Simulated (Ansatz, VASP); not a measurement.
# Cross-check of C between VASP and Ansatz, part 2 of 2

One calculation is typed for both programs; each brings its own data sets. How far apart do they land? The cell is taken from a series of VASP runs on this material, whose earlier steps may have relaxed, scaled or displaced it; both programs get it as it stands. Valence electrons are named where the data sets of a main pair hold unlike numbers.

VASP 6.6.1 and Ansatz 0.2.0.

So far. Step 3 (VASP: band structure, r2SCAN): The run ends at a pressure of -3.20 GPa.

### Step 6. VASP: band structure, LDA

Level of this step: LDA; plane waves and PAW (C) (VASP).

Levels along a path test the potential and the projectors away from the mesh points. The cell compared in this pair holds 11.05 Å³, against 11.39 Å³ for the pair before.

File INCAR:

```
SYSTEM = C
PREC = Accurate
ENCUT = 460
EDIFF = 1E-06
NELM = 100
ISMEAR = 0
SIGMA = 0.03
LREAL = .FALSE.
ALGO = Normal
GGA = CA
NBANDS = 16
LORBIT = 11
LWAVE = .FALSE.
LCHARG = .FALSE.
KPAR = 4
LASPH = .TRUE.
```

File POSCAR:

```
C
1.0
    0.0000000000      1.7679418686      1.7679418686
    1.7679418686      0.0000000000      1.7679418686
    1.7679418686      1.7679418686      0.0000000000
C
2
Direct
    0.0000000000      0.0000000000      0.0000000000
    0.2500000000      0.2500000000      0.2500000000
```

File KPOINTS:

```
Automatic mesh
0
Gamma
10 10 10
0 0 0
```

File KPOINTS_OPT:

```
Line mode
10
Line-mode
Reciprocal
  0.00000000   0.00000000   0.00000000 GAMMA
  0.50000000   0.00000000   0.50000000 X

  0.50000000   0.00000000   0.50000000 X
  0.50000000   0.25000000   0.75000000 W

  0.50000000   0.25000000   0.75000000 W
  0.37500000   0.37500000   0.75000000 K

  0.37500000   0.37500000   0.75000000 K
  0.00000000   0.00000000   0.00000000 GAMMA

  0.00000000   0.00000000   0.00000000 GAMMA
  0.50000000   0.50000000   0.50000000 L

  0.50000000   0.50000000   0.50000000 L
  0.62500000   0.25000000   0.62500000 U

  0.62500000   0.25000000   0.62500000 U
  0.50000000   0.25000000   0.75000000 W

  0.50000000   0.25000000   0.75000000 W
  0.50000000   0.50000000   0.50000000 L

  0.50000000   0.50000000   0.50000000 L
  0.37500000   0.37500000   0.75000000 K

  0.62500000   0.25000000   0.62500000 U
  0.50000000   0.00000000   0.50000000 X
```

The projector-augmented-wave data sets are C (LDA family, release 64).

Command:

```console
> mpirun -np 4 vasp_std
```

Numbers of over 12 decimals in the logs are rounded to 6 here.

Output:

```text
[banner, memory and clock lines left out]
running    4 mpi-ranks, on    1 nodes
[...]
LDA part: xc-table for (Slater(with rela. corr.)+CA(PZ))
 , standard interpolation
 POSCAR, INCAR and KPOINTS ok, starting setup
[...]
entering main loop
       N       E                     dE             d eps       ncg     rms          rms(c)
DAV:   1    -0.952225084894E+00   -0.95223E+00   -0.41271E+03  1528   0.449E+02
DAV:   2    -0.208631261284E+02   -0.19911E+02   -0.19317E+02  1960   0.103E+02
DAV:   3    -0.211077478783E+02   -0.24462E+00   -0.24457E+00  1728   0.885E+00
DAV:   4    -0.211079253982E+02   -0.17752E-03   -0.17752E-03  1952   0.309E-01
[...]
DAV:   9    -0.202481847174E+02    0.53220E-04   -0.60052E-05  1872   0.471E-02    0.246E-02
DAV:  10    -0.202481868411E+02   -0.21237E-05   -0.41331E-06  1840   0.127E-02    0.543E-03
DAV:  11    -0.202481866790E+02    0.16216E-06   -0.23912E-07   968   0.280E-03
   1 F= -.20248187E+02 E0= -.20248187E+02  d E =-.330753E-12
 Start KPOINTS_OPT (optional k-point list driver)
k-point batch [1-47\100]
       N       E                     dE             ncg
DAV:   1     0.150406238388E+04   -0.12512E+05     1560
DAV:   2     0.573057051369E+03   -0.93101E+03     1992
DAV:   3     0.559234267177E+03   -0.13823E+02     1712
DAV:   4     0.559224115475E+03   -0.10152E-01     2016
DAV:   5     0.559224106887E+03   -0.85876E-05     1704
DAV:   6     0.559224106878E+03   -0.94675E-08     1600
[...]
k-point batch [95-100\100]
       N       E                     dE             ncg
DAV:   1     0.174716946955E+05   -0.25538E+04      200
DAV:   2     0.173627719790E+05   -0.10892E+03      256
DAV:   3     0.173615495582E+05   -0.12224E+01      240
DAV:   4     0.173615488886E+05   -0.66962E-03      256
DAV:   5     0.173615488882E+05   -0.45502E-06      240
```

Parts of OUTCAR (step 6):

```text
  Total       -0.0189518     -0.0189518     -0.0189518      0.0000000     -0.0000000     -0.0000000
  in kB       -2.7474392     -2.7474392     -2.7474392      0.0000000     -0.0000000     -0.0000000
  external PRESSURE =      -2.7474392 kB  Pullay stress =       0.0000000 kB

 POSITION                                       TOTAL-FORCE (eV/Angst)
 -----------------------------------------------------------------------------------
      0.00000      0.00000      0.00000         0.000000      0.000000      0.000000
      0.88397      0.88397      0.88397        -0.000000     -0.000000     -0.000000
 -----------------------------------------------------------------------------------
    total drift:                               -0.000000     -0.000000     -0.000000

  FREE ENERGIE OF THE ION-ELECTRON SYSTEM (eV)
  ---------------------------------------------------
  free  energy   TOTEN  =       -20.2481866790 eV

  energy  without entropy=      -20.2481866790  energy(sigma->0) =      -20.24818668

[... 1 part as in an earlier step ...]

[... 2 further parts left out ...]
[key lines of the parts left out:]
E-fermi :  10.2387
```

The run ends at a pressure of -0.27 GPa.

### Step 7. Ansatz: band structure, LDA

The same cell, functional (in two slightly different forms), mesh and smearing now go to Ansatz, which takes its cutoff from its data sets.

The cell is taken from a series of VASP runs on this material, whose earlier steps may have relaxed, scaled or displaced it; both programs get it as it stands.

File input.yaml:

```yaml
crystal:
  lattice:
    - [0.0, 1.7679418686, 1.7679418686]
    - [1.7679418686, 0.0, 1.7679418686]
    - [1.7679418686, 1.7679418686, 0.0]
  atoms:
    - { symbol: C, position: [0.0, 0.0, 0.0] }
    - { symbol: C, position: [0.25, 0.25, 0.25] }
hamiltonian:
  xc: lda
  pseudopotentials: { kind: paw }
kpoints:
  mp_grid: { grid: [10, 10, 10] }
  band_path:
    path:
      - [0.0, 0.0, 0.0]
      - [0.16667, 0.0, 0.16667]
      - [0.33333, 0.0, 0.33333]
      - [0.38889, 0.0, 0.38889]
      - [0.5, 0.0, 0.5]
      - [0.5, 0.08333, 0.58333]
      - [0.5, 0.19444, 0.69444]
      - [0.5, 0.25, 0.75]
      - [0.45833, 0.29167, 0.75]
      - [0.40278, 0.34722, 0.75]
      - [0.375, 0.375, 0.75]
      - [0.20833, 0.20833, 0.41667]
      - [0.08333, 0.08333, 0.16667]
      - [0.0, 0.0, 0.0]
      - [0.22222, 0.22222, 0.22222]
      - [0.38889, 0.38889, 0.38889]
      - [0.51389, 0.47222, 0.51389]
      - [0.55556, 0.38889, 0.55556]
      - [0.61111, 0.27778, 0.61111]
      - [0.61111, 0.25, 0.63889]
      - [0.56944, 0.25, 0.68056]
      - [0.51389, 0.25, 0.73611]
      - [0.5, 0.27778, 0.72222]
      - [0.5, 0.38889, 0.61111]
      - [0.5, 0.47222, 0.52778]
      - [0.48611, 0.48611, 0.52778]
      - [0.43056, 0.43056, 0.63889]
      - [0.38889, 0.38889, 0.72222]
      - [0.59722, 0.19444, 0.59722]
      - [0.55556, 0.11111, 0.55556]
      - [0.5, 0.0, 0.5]
    npoints: 1
scf:
  occupations: { method: gaussian, width: 0.03 }
  n_extra_bands: 7
output:
  forces: true
  stress: true
  eigenvalues: true
  write_density: true
  write_potential: true
  elf: true
  volumetric_format: npy
```

Command:

```console
> ansatz run input.yaml --threads 2 --pin off --max-ram 4608MiB --backend cpu --events-out ev --progress --plain --runs-dir out
```

Output:

```text
[...]
Crystal: 2 atoms, lattice volume = 11.052 Å³
Basis set: ecut = 420 eV, 181 PW (Γ)
Bands: 11, of which v1, the nominal top of the filled ones, is band 4 counted from 1 (3 counted from 0)
Symmetry: 48 space group operations
[...]
k-points: 47 of 1000
[...]
--- Band table (eV; the first three rows and the last of 47) ---
  k-point 0: bands = [-8.1428, 13.5387, 13.5387, 13.5387, 19.1522, 19.1522, 19.1522, 27.6303, ... 3 higher]
  k-point 1: bands = [-7.8616, 11.8399, 13.0750, 13.0750, 19.7488, 19.7488, 20.1401, 27.7916, ... 3 higher]
  k-point 2: bands = [-7.0222, 8.6021, 12.1774, 12.1774, 20.8974, 20.8974, 21.4753, 28.2339, ... 3 higher]
  k-point 46: bands = [1.4910, 1.4910, 5.1606, 5.1606, 22.9398, 22.9398, 27.2741, 27.2741, ... 3 higher]
[key lines of the parts left out:]
SCF converged after 6 iterations
Free energy (F): -485.985141 eV
Fermi energy:    15.637661 eV
P = ⅓ Tr σ = -1.6183 GPa (-16.183 kbar)
```

Run time: 1 s. Hardware: 2 threads of Arm Neoverse V1, shared host; peak memory 0.24 GiB.

### Step 8. Side by side

What differs besides the data sets and the points named for the pairs above, as far as they apply: the two LDA forms differ slightly; the cutoff is 420 eV in Ansatz and 460 eV in VASP; VASP's log shows a relativistic correction to its local exchange, Ansatz's none. Total energies have different zeros and are not compared.

Compared:

| quantity | Ansatz | VASP | difference |
| --- | --- | --- | --- |
| pressure (GPa) | -1.62 | -0.27 | -1.34 |
| pressure without Ansatz's Pulay correction (GPa) | -2.93 | -0.27 | -2.66 |
| gap over the path points (eV) | 4.178 | 4.177 | +0.001 |

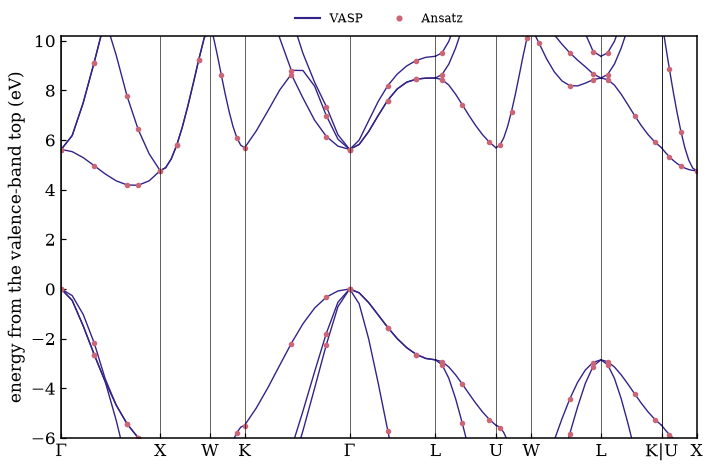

Bands from VASP (lines) and levels from Ansatz (dots). Dots without a line are higher empty bands that the VASP plot leaves out.

Levels at points of the path, from each program's valence-band top (eV; 3 filled, then empty):

| k (reciprocal lattice) | Ansatz | VASP |
| --- | --- | --- |
| 0.000 0.000 0.000 | 0.00 0.00 0.00 5.61 5.61 5.61 | 0.00 0.00 0.00 5.62 5.62 5.62 |
| 0.167 0.000 0.167 | -2.65 -2.65 -2.19 4.96 9.11 9.11 | -2.64 -2.64 -2.17 4.97 9.13 9.13 |
| 0.333 0.000 0.333 | -7.12 -5.45 -5.45 4.19 7.75 14.20 | -7.11 -5.44 -5.44 4.19 7.75 14.23 |
| 0.389 0.000 0.389 | -9.03 -6.01 -6.01 4.18 6.43 15.61 | -9.02 -6.00 -6.00 4.18 6.43 15.65 |
| 0.500 0.000 0.500 | -12.81 -6.46 -6.46 4.77 4.77 17.00 | -12.79 -6.45 -6.45 4.76 4.76 17.04 |
| 0.500 0.083 0.583 | -12.64 -7.00 -7.00 5.79 5.79 16.49 | -12.62 -6.99 -6.99 5.79 5.79 16.53 |
| 0.500 0.194 0.694 | -12.07 -8.33 -8.33 9.21 9.21 13.90 | -12.06 -8.32 -8.32 9.22 9.22 13.94 |
| 0.500 0.250 0.750 | -11.93 -8.59 -8.59 10.56 10.56 12.65 | -11.91 -8.59 -8.59 10.57 10.57 12.68 |
| 0.458 0.292 0.750 | -11.65 -9.15 -7.48 8.61 10.87 13.21 | -11.64 -9.14 -7.47 8.62 10.88 13.24 |
| 0.403 0.347 0.750 | -11.75 -9.57 -5.80 6.08 10.85 14.31 | -11.73 -9.56 -5.78 6.08 10.87 14.35 |

Among the levels compared at these points, filled levels agree within 16 meV and empty ones within 45 meV. Ansatz's pressure holds a Pulay correction of 1.31 GPa; VASP's holds none.

### Step 9. Other set-ups

Further runs change the set-up of one program: Ansatz's method, potentials or start, or VASP's data sets, cutoff or form of LDA. The table gives Ansatz less VASP for each quantity, since a change that brings one quantity closer may part another.

| run | pressure (GPa) | gap over the path points (eV) | pressure without Ansatz's Pulay correction (GPa) |
| --- | --- | --- | --- |
| as above | -1.3 | 0.0013 | -2.7 |
| cores kept as stored | -0.73 | -0.0014 | -2.1 |
| Ansatz's all-electron LAPW method | -1.2 | 0.0046 |  |
| Ansatz's larger PAW set (cutoff 800 eV) | -1.1 | 0.0045 | -1.3 |
| norm-conserving potentials (cutoff 1116 eV) | 0.99 | 0.045 | 0.77 |

### Step 10. Ansatz: single point, LDA

With cell and atoms fixed, the geometry can't cause a difference; cores, projectors, grids and the points listed under the comparison can. The cell compared in this pair holds 11.39 Å³, against 11.05 Å³ for the pair before.

The cell is taken from a series of VASP runs on this material, whose earlier steps may have relaxed, scaled or displaced it; both programs get it as it stands.

File input.yaml:

```yaml
crystal:
  lattice:
    - [0.0, 1.785811, 1.785811]
    - [1.785811, 0.0, 1.785811]
    - [1.785811, 1.785811, 0.0]
  atoms:
    - { symbol: C, position: [0.0, 0.0, 0.0] }
    - { symbol: C, position: [0.25, 0.25, 0.25] }
hamiltonian:
  xc: lda
  pseudopotentials: { kind: paw }
kpoints:
  mp_grid: { grid: [7, 7, 7] }
scf:
  occupations: { method: gaussian, width: 0.01 }
  n_extra_bands: 4
output:
  forces: true
  stress: true
  eigenvalues: true
```

Output:

```text
[...]
Crystal: 2 atoms, lattice volume = 11.390 Å³
Basis set: ecut = 420 eV, 229 PW (Γ)
Bands: 8, of which v1, the nominal top of the filled ones, is band 4 counted from 1 (3 counted from 0)
Symmetry: 48 space group operations
[...]
k-points: 20 of 343
[...]
SCF iter   1: F=—  HF=-485.965271 eV  |F-HF|=—  |Δ(HF+E_count)|=         —  Δρ=7.08e-3  dr2=1.94e-3  ethr=1.77e-3  ⟨swp⟩=5.2  Hψ=1053  notcnv=0
[...]
SCF iter   6: F=-485.964691 eV  HF=-485.964691 eV  |F-HF|=4.15e-12  |Δ(HF+E_count)|=  3.74e-10  Δρ=5.55e-7  dr2=1.14e-11  ethr=1.17e-11  ⟨swp⟩=1.0  Hψ=483  notcnv=0
SCF 1 converged in 6 iterations: F = -485.964691 eV  dr2 = 1.14e-11
[...]
SCF converged after 6 iterations
Free energy (F): -485.964691 eV
[...]
Internal energy: -485.964691 eV  (E = F + TS)
E sigma→0 (E₀):  -485.964691 eV
Fermi energy:    15.099329 eV
[...]
--- Stress (GPa, compression-positive) ---
      -14.780106       0.000000      -0.000000
        0.000000     -14.780106      -0.000000
        0.000000      -0.000000     -14.780106
  P = ⅓ Tr σ = -14.7801 GPa (-147.801 kbar)
--- Band table (eV; the first three rows and the last of 20) ---
[...]
```

Elapsed: 0.23 s, on 2 threads; peak memory 0.23 GiB.

The run ends at a pressure of -14.78 GPa.

### Step 11. VASP: single point, LDA

The same cell, functional (in two slightly different forms), mesh and smearing now go to VASP, with its own data sets.

File INCAR:

```
SYSTEM = C
PREC = Accurate
ENCUT = 440
EDIFF = 1E-08
NELM = 100
ISMEAR = 0
SIGMA = 0.01
LREAL = .FALSE.
ALGO = Normal
GGA = CA
NBANDS = 10
LORBIT = 11
LWAVE = .TRUE.
LCHARG = .FALSE.
KPAR = 4
```

File POSCAR:

```
C
1.0
    0.0000000000      1.7858110000      1.7858110000
    1.7858110000      0.0000000000      1.7858110000
    1.7858110000      1.7858110000      0.0000000000
C
2
Direct
    0.0000000000      0.0000000000      0.0000000000
    0.2500000000      0.2500000000      0.2500000000
```

File KPOINTS:

```
Automatic mesh
0
Gamma
7 7 7
0 0 0
```

PAW data sets: C_GW (LDA family, release 64).

Command:

```console
> mpirun -np 4 vasp_std
```

Output:

```text
[... set-up lines as in an earlier step ...]
 entering main loop
       N       E                     dE             d eps       ncg     rms          rms(c)
DAV:   1     0.791883260820E+01    0.79188E+01   -0.41363E+03   416   0.715E+02
DAV:   2    -0.204082728671E+02   -0.28327E+02   -0.25556E+02   512   0.179E+02
DAV:   3    -0.210304081169E+02   -0.62214E+00   -0.62019E+00   492   0.208E+01
DAV:   4    -0.210326843473E+02   -0.22762E-02   -0.22760E-02   454   0.139E+00
[...]
DAV:   9    -0.202198301406E+02   -0.71423E-05   -0.19285E-05   462   0.448E-02    0.137E-02
DAV:  10    -0.202198318928E+02   -0.17522E-05   -0.11347E-06   478   0.104E-02    0.143E-03
DAV:  11    -0.202198318987E+02   -0.58959E-08   -0.11604E-08   506   0.150E-03
   1 F= -.20219832E+02 E0= -.20219832E+02  d E =-.713369E-29
 writing wavefunctions
```

From OUTCAR (step 11):

```text
  Total       -1.4173489     -1.4173489     -1.4173489      0.0000000      0.0000000      0.0000000
  in kB     -199.3658976   -199.3658976   -199.3658976      0.0000000      0.0000000      0.0000000
  external PRESSURE =    -199.3658976 kB  Pullay stress =       0.0000000 kB

 POSITION                                       TOTAL-FORCE (eV/Angst)
 -----------------------------------------------------------------------------------
      0.00000      0.00000      0.00000        -0.000000     -0.000000      0.000000
      0.89291      0.89291      0.89291         0.000000      0.000000     -0.000000
 -----------------------------------------------------------------------------------
    total drift:                               -0.000000     -0.000000     -0.000000

  FREE ENERGIE OF THE ION-ELECTRON SYSTEM (eV)
  ---------------------------------------------------
  free  energy   TOTEN  =       -20.2198318987 eV

  energy  without entropy=      -20.2198318987  energy(sigma->0) =      -20.21983190

[... 3 further parts left out ...]
[key lines of the parts left out:]
E-fermi :   9.7753
```

The run ends at a pressure of -19.94 GPa.

### Step 12. Side by side

What differs besides the data sets and the points named for the pairs above, as far as they apply: the cutoff is 420 eV in Ansatz and 440 eV in VASP. Total energies have different zeros and are not compared.

Both answers:

| quantity | Ansatz | VASP | difference |
| --- | --- | --- | --- |
| gap on the k mesh (eV) | 4.219 | 4.215 | +0.004 |

Not compared: the pressure (VASP's GW data sets at this cutoff don't carry it). A gap on the mesh is an upper bound, since the band edges may lie between its points.

### Step 13. Other set-ups

Further runs change the set-up of one program: Ansatz's method, potentials or start, or VASP's data sets, cutoff or form of LDA. The table gives that difference for each run.

| run | gap on the k mesh (eV) |
| --- | --- |
| as above | 0.0037 |
| cores kept as stored | 9.0e-4 |
| Ansatz's all-electron LAPW method | 0.0030 |
| Ansatz's larger PAW set (cutoff 800 eV) | 0.0028 |
| norm-conserving potentials (cutoff 1116 eV) | 0.044 |

### Step 14. Summary of results

```json
{
  "difference in pressure (band structure, r2SCAN)": "-1.0 GPa",
  "difference in pressure (band structure, LDA)": "-1.3 GPa",
  "difference in gap on the k mesh (single point, LDA)": "0.0037 eV"
}
```

In words: The difference in pressure is -1.3 GPa (band structure, LDA), beyond the 1 GPa picked in this series as the mark of a large difference. VASP's data sets differ among the pairs, so a change from pair to pair isn't the functional's or the coupling's alone. Band structure, r2SCAN, cores kept as stored: the difference in pressure goes from -1.0 to -1.3 GPa; the difference in pressure without Ansatz's Pulay correction goes from -1.1 to -1.4 GPa. Band structure, r2SCAN, Ansatz's larger PAW set (cutoff 800 eV): the difference in pressure without Ansatz's Pulay correction goes from -1.1 to -1.5 GPa. Band structure, r2SCAN, norm-conserving potentials (cutoff 1200 eV): the difference in gap over the path points goes from 0.029 to 0.037 eV. Band structure, LDA, cores kept as stored: the difference in pressure goes from -1.3 to -0.73 GPa; the difference in gap over the path points goes from 0.0013 to -0.0014 eV. 2 further runs of this series are not shown here. Such differences can come from data sets, numerical settings and the points named under the comparisons, not from the functional's error against experiment.

[Lines on the potential files, build, host, timing and source positions are cut from VASP's logs without a mark.]

[Logs are printed without paths, hosts, clocks, repeated set-up lines and the standing remarks that a program may print on its own settings, such as how far it seeks lower states.]

[Hosts, paths, dates, database ids (printed as entryN), source tags and the programs' standing remarks are cut or masked in the printed files.]
